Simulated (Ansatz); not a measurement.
# What a change does: single-point calculation on GeH₃O₂F

System: GeH₃O₂F, SMILES [OH][GeH]([OH])[F].
Method of the first run: RKS SPW92/def2-TZVPP (Ansatz 0.2.0).

The geometry comes from this level: PBE0-D4/def2-TZVP. Text and figures count atoms from 1; the logs count them from 0 in places.

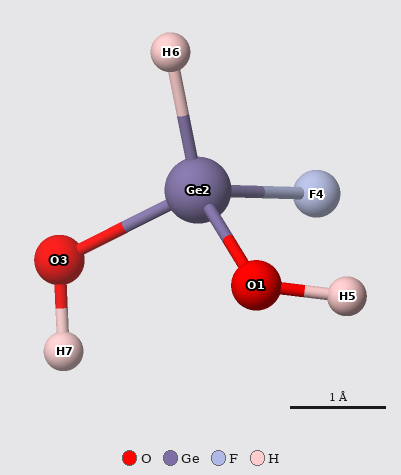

Figure 1. The input geometry (ball-and-stick view, seen at a tilt; atoms are numbered from 1 in the order of the input). Sticks mark near contacts.

**The input, the first run**
```yaml
crystal:
  periodic: [false, false, false]
  atoms:
    - {symbol: O, position_ang: [-0.352859, 1.140346, -0.859305]}
    - {symbol: Ge, position_ang: [-0.107514, -0.026789, 0.432380]}
    - {symbol: O, position_ang: [1.518225, -0.656049, 0.307557]}
    - {symbol: F, position_ang: [-1.260287, -1.284458, 0.113190]}
    - {symbol: H, position_ang: [-1.209247, 1.041805, -1.283922]}
    - {symbol: H, position_ang: [-0.331411, 0.485846, 1.847486]}
    - {symbol: H, position_ang: [1.804393, -0.768701, -0.603087]}
basis:
  gaussian: {orbitals: def2-TZVPP}
hamiltonian: {xc: lda}
output: {orbitals: {seedname: orbitals}}
```

Hardware: 2 CPU threads, shared host.

**Output (the first run)**
```
Functional definition: SPW92
  exchange = slater_x
  correlation = pw_c
993 factors; their error is unknown
mean field evaluation 1: about -63238.0781 eV, gradient 9.5e1 eV
mean field evaluation 2: about -63171.4636 eV, gradient 2.1e2 eV
mean field evaluation 4: about -63250.3594 eV, gradient 2.4e1 eV
mean field evaluation 8: about -63251.1137 eV, gradient 1.3e-1 eV
mean field evaluation 16: about -63251.0993 eV, gradient 6.1e-5 eV
mean field -63251.09930284 eV, -2324.4350262446 hartree, gradient 7.4e-5 eV, S^2 0.000000; 0 other end points of the search recorded, 0 dependent functions left out
reference -63251.09933259 eV, -2324.4350273378 hartree; 30, 30 occupied and 153, 153 virtual orbitals, 993 factors
Total energy: -63251.09933259 eV, -2324.4350273378 hartree
```

For the second run the input was changed thus:
```diff
-hamiltonian: {xc: lda}
+hamiltonian: {xc: pbe0, dispersion: d4}
```

What does this change do to the results?

The total energies belong to different models, so their difference says nothing on which is more stable or more accurate. The HOMO goes from −7.87 to −9.41 eV. The LUMO goes from −1.14 to 0.09 eV.

**Output (the second run)**
```
Functional definition: PBE0
  parameter a = 0.25
  parameter kappa = 0.804
  parameter beta = 0.06672455060314922
  exchange = (1 - a)*pbe_x(kappa = kappa, mu = beta*pi^2/3) + a*exact_x
  correlation = pbe_c(beta = beta)
1036 factors; their error is unknown
mean field evaluation 1: about -63360.1059 eV, gradient 8.0e1 eV
mean field evaluation 2: about -63342.8413 eV, gradient 1.3e2 eV
mean field evaluation 4: about -63369.3711 eV, gradient 6.5e0 eV
mean field evaluation 8: about -63369.7159 eV, gradient 2.1e-1 eV
mean field evaluation 16: about -63369.7159 eV, gradient 1.5e-5 eV
mean field -63369.71590255 eV, -2328.7941058824 hartree, gradient 1.5e-5 eV, S^2 0.000000; 0 other end points of the search recorded, 0 dependent functions left out
reference -63369.71592589 eV, -2328.7941067404 hartree; 30, 30 occupied and 153, 153 virtual orbitals, 1036 factors
Total energy: -63369.80794273 eV, -2328.7974882969 hartree
```

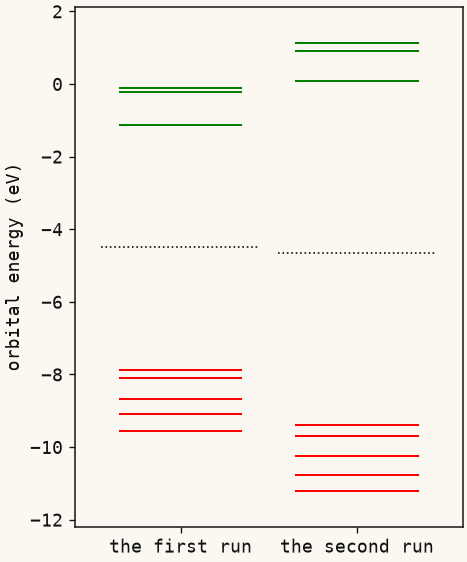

Figure 2. The five highest filled and three lowest empty orbital energies of the two runs; the dotted lines part filled from empty levels. The HOMO–LUMO gap is 6.73 eV in the first run and 9.50 eV in the second run.

**The two runs side by side**

| quantity | the first run | the second run |
| --- | --- | --- |
| outcome | converged | converged |
| total energy (hartree) | −2324.435027 | −2328.797488 |
| HOMO (eV) | −7.87 | −9.41 |
| LUMO (eV) | −1.14 | 0.09 |
| basis functions | 183 | 183 |
| wall time (shared host) | 0.9 s | 2.1 s |
